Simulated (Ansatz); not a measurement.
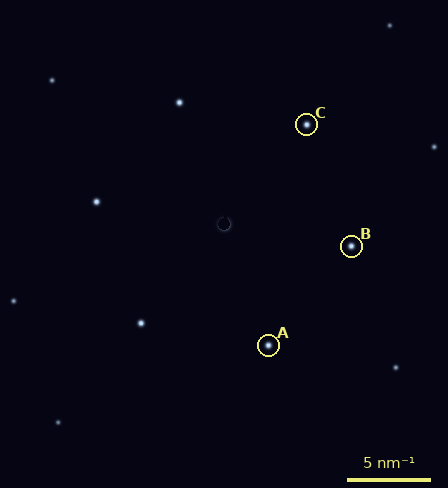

Computed electron diffraction pattern, 300 kV, single scattering only, B = 0.5 Å². The zone axis points towards the electron source and the pattern is seen from the source side.

Cu, space group Fm-3m (No. 225), a = 3.630 Å. Structure: the input geometry of an electronic-structure calculation (not necessarily at equilibrium).

Spot A is indexed -2 2 0 and spot B -2 0 2.

### Index the other marked spot.

C = −A + B = 0 -2 2 (d = 1.283 Å).

### Find the zone axis.

The cross product of A and B is parallel to [111]; every spot obeys hu + kv + lw = 0.
